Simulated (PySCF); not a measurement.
**Two runs on C₄H₉ClOSi**

System: C₄H₉ClOSi.
Method of run 1: GIAO PBE0/pcSseg-1 NMR shielding, non-relativistic, gas phase (PySCF 2.14.0).

The geometry comes from this level: PBE0-D3(BJ)/def2-SVP. Text and figures count atoms from 1; the logs count them from 0 in places.

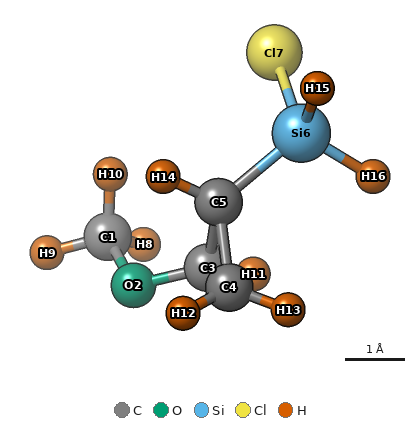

**Figure 1.** The structure as given in the input (ball-and-stick view, seen at a tilt; atoms are numbered from 1 in the order of the input).

### Input, run 1
```
{"job": {"kind": "nmr", "xc": "PBE0", "basis": "pcSseg-1"}, "charge": 0, "multiplicity": 1}
C      2.025032     1.162700    -0.270747
O      1.717956    -0.200438    -0.376119
C      0.635441    -0.559548     0.390941
C     -0.150869    -1.734594    -0.041981
C     -0.752204    -0.345303    -0.178624
Si    -2.119334     0.266973     0.904109
Cl    -1.885344     2.315860     1.164107
H      2.333781     1.434088     0.756891
H      2.858997     1.371330    -0.954800
H      1.162456     1.798849    -0.543749
H      0.767330    -0.394929     1.472464
H      0.169630    -2.216197    -0.969001
H     -0.539577    -2.415126     0.720824
H     -0.742621     0.049879    -1.201362
H     -3.472982     0.042365     0.323603
H     -2.025950    -0.380809     2.245085
```

The first line tells a small driver script what to run in PySCF; the rest is the geometry in Å.

Launched with:
```bash
OMP_NUM_THREADS=1 python <driver script> task.json out
```

Hardware: 1 CPU thread, shared host.

### Output (run 1)
```
coarse grid: 14264 points
cycle   1  E = -982.0440839624  dE =  8.312e-01  |g| = 5.666e-01  |ddm| = 3.510e+00
cycle   2  E = -981.9974226239  dE =  4.666e-02  |g| = 7.665e-01  |ddm| = 1.225e+00
cycle   3  E = -982.1103481592  dE = -1.129e-01  |g| = 8.504e-02  |ddm| = 7.755e-01
cycle   4  E = -982.1114582602  dE = -1.110e-03  |g| = 3.619e-02  |ddm| = 9.222e-02
cycle   5  E = -982.1117334921  dE = -2.752e-04  |g| = 6.342e-03  |ddm| = 3.424e-02
cycle   6  E = -982.1117415576  dE = -8.066e-06  |g| = 2.573e-03  |ddm| = 8.445e-03
final grid: 128064 points
cycle   7  E = -982.1625188351  dE = -2.836e-05  |g| = 1.212e-02  |ddm| = 2.767e-02
cycle   8  E = -982.1624873438  dE =  3.149e-05  |g| = 1.755e-02  |ddm| = 2.233e-02
cycle   9  E = -982.1625492317  dE = -6.189e-05  |g| = 1.237e-03  |ddm| = 1.334e-02
cycle  10  E = -982.1625495440  dE = -3.123e-07  |g| = 2.858e-04  |ddm| = 1.404e-03
cycle  11  E = -982.1625495604  dE = -1.643e-08  |g| = 6.472e-05  |ddm| = 3.282e-04
cycle  12  E = -982.1625495612  dE = -8.320e-10  |g| = 2.277e-05  |ddm| = 6.938e-05
converged SCF energy = -982.1625495612

GIAO shielding tensors (ppm)
atom      isotropic    diamagn.    paramagn.     s11        s22        s33       span
  0 C      125.401     246.034    -120.634     96.165     99.122    180.916     84.751
  1 O      294.492     394.670    -100.178    235.313    290.192    357.971    122.657
  2 C      125.030     248.101    -123.072     78.391    101.657    195.042    116.650
  3 C      172.140     254.387     -82.247    148.792    168.525    199.103     50.311
  4 C      177.550     258.042     -80.492    141.509    171.537    219.604     78.095
  5 Si     353.418     878.170    -524.751    299.098    361.310    399.847    100.749
  6 Cl     980.344    1148.683    -168.338    908.217    992.519   1040.297    132.080
  7 H       28.065      29.333      -1.268     24.540     25.722     33.933      9.394
  8 H       27.745      28.280      -0.535     23.504     25.195     34.536     11.032
  9 H       28.081      31.258      -3.177     24.061     27.682     32.500      8.439
 10 H       28.460      32.327      -3.867     23.390     28.141     33.851     10.461
 11 H       30.154      31.051      -0.897     24.739     26.963     38.761     14.021
 12 H       30.614      31.187      -0.573     24.780     27.341     39.721     14.941
 13 H       31.279      33.190      -1.912     25.776     28.876     39.184     13.408
 14 H       25.999      26.799      -0.800     21.395     24.660     31.942     10.547
 15 H       26.956      28.275      -1.319     22.796     26.037     32.035      9.239
```

Run 2 used a changed input.

### The two runs side by side

| quantity | run 1 | run 2 |
| --- | --- | --- |
| outcome | converged | converged |
| total energy (hartree) | −982.162550 | −982.625655 |
| HOMO (eV) | −7.46 | −9.35 |
| LUMO (eV) | 0.22 | 1.97 |
| dipole moment (D) | 1.11 | 1.13 |
| shielding of O2 (ppm) | 294.5 | 300.0 |
| shielding of C3 (ppm) | 125.0 | 125.6 |
| shielding of C5 (ppm) | 177.6 | 178.1 |
| shielding of Si6 (ppm) | 353.4 | 354.1 |
| shielding of Cl7 (ppm) | 980.3 | 983.0 |
| shielding of H15 (ppm) | 26.0 | 26.2 |
| shielding of H16 (ppm) | 27.0 | 27.2 |
| SCF iterations | 12 | 13 |
| basis functions | 178 | 178 |
| wall time (shared host) | 35 s | 33 s |

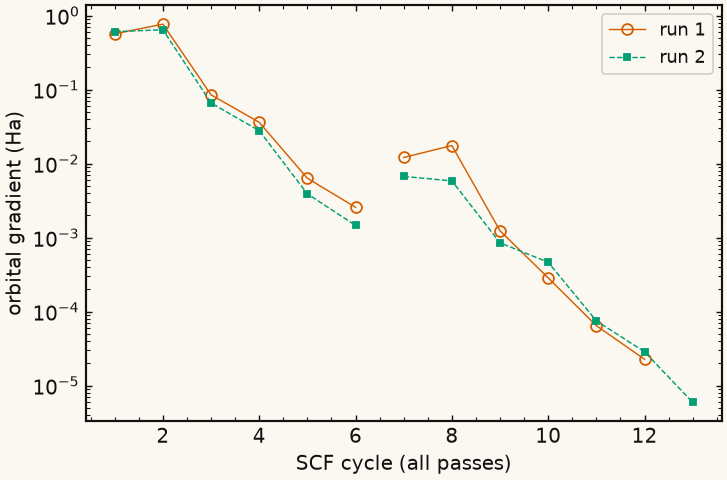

**Figure 2.** Convergence of the two runs: orbital gradient against the SCF cycle. A break in a curve parts two SCF passes (coarse and final grid). Run 1 takes 12 cycles in all, and run 2 takes 13.

What was changed in the input?

The change (lines with − go, lines with + come):
```diff
-"xc": "PBE0"
+"xc": "wB97X-D"
+"pop": false
```

The total energies belong to different methods, so their difference says nothing on which is more stable or more accurate. The HOMO goes from −7.46 to −9.35 eV. The LUMO goes from 0.22 to 1.97 eV. Of all shieldings, the largest change is that of O2, by +5.5 ppm. The functional changes from PBE0 to wB97X-D. The SCF takes 13 iterations against 12.

### Output (run 2)
```
coarse grid: 14264 points
cycle   1  E = -982.4880296206  dE =  1.031e+00  |g| = 6.060e-01  |ddm| = 3.457e+00
cycle   2  E = -982.4951541868  dE = -7.125e-03  |g| = 6.440e-01  |ddm| = 9.711e-01
cycle   3  E = -982.5655883299  dE = -7.043e-02  |g| = 6.603e-02  |ddm| = 4.810e-01
cycle   4  E = -982.5663789785  dE = -7.906e-04  |g| = 2.788e-02  |ddm| = 7.446e-02
cycle   5  E = -982.5665450775  dE = -1.661e-04  |g| = 3.906e-03  |ddm| = 2.870e-02
cycle   6  E = -982.5665495445  dE = -4.467e-06  |g| = 1.464e-03  |ddm| = 7.472e-03
final grid: 128064 points
cycle   7  E = -982.6256439130  dE = -1.938e-04  |g| = 6.723e-03  |ddm| = 4.313e-02
cycle   8  E = -982.6256484151  dE = -4.502e-06  |g| = 5.844e-03  |ddm| = 1.284e-02
cycle   9  E = -982.6256551643  dE = -6.749e-06  |g| = 8.515e-04  |ddm| = 4.729e-03
cycle  10  E = -982.6256552874  dE = -1.231e-07  |g| = 4.654e-04  |ddm| = 1.073e-03
cycle  11  E = -982.6256553284  dE = -4.097e-08  |g| = 7.504e-05  |ddm| = 5.208e-04
cycle  12  E = -982.6256553298  dE = -1.464e-09  |g| = 2.871e-05  |ddm| = 1.289e-04
cycle  13  E = -982.6256553301  dE = -2.296e-10  |g| = 5.948e-06  |ddm| = 4.399e-05
converged SCF energy = -982.6256553301

GIAO shielding tensors (ppm)
atom      isotropic    diamagn.    paramagn.     s11        s22        s33       span
  0 C      125.209     245.770    -120.561     96.030     99.470    180.128     84.098
  1 O      300.008     395.584     -95.576    244.231    294.860    360.934    116.703
  2 C      125.582     248.267    -122.685     79.460    102.048    195.238    115.778
  3 C      172.188     254.455     -82.267    148.689    168.544    199.331     50.642
  4 C      178.104     259.328     -81.224    142.328    171.894    220.089     77.762
  5 Si     354.060     878.061    -524.001    301.249    361.386    399.544     98.295
  6 Cl     982.970    1148.915    -165.945    910.756    997.128   1041.026    130.270
  7 H       28.175      29.506      -1.331     24.680     25.807     34.040      9.360
  8 H       27.876      28.338      -0.462     23.630     25.334     34.666     11.036
  9 H       28.199      31.539      -3.340     24.134     27.836     32.625      8.491
 10 H       28.589      32.540      -3.951     23.530     28.259     33.977     10.446
 11 H       30.261      31.165      -0.904     24.857     27.036     38.889     14.032
 12 H       30.745      31.311      -0.567     24.952     27.441     39.841     14.889
 13 H       31.438      33.611      -2.173     25.946     29.026     39.342     13.396
 14 H       26.231      26.926      -0.695     21.653     24.876     32.163     10.510
 15 H       27.151      28.442      -1.292     22.995     26.220     32.236      9.241
```
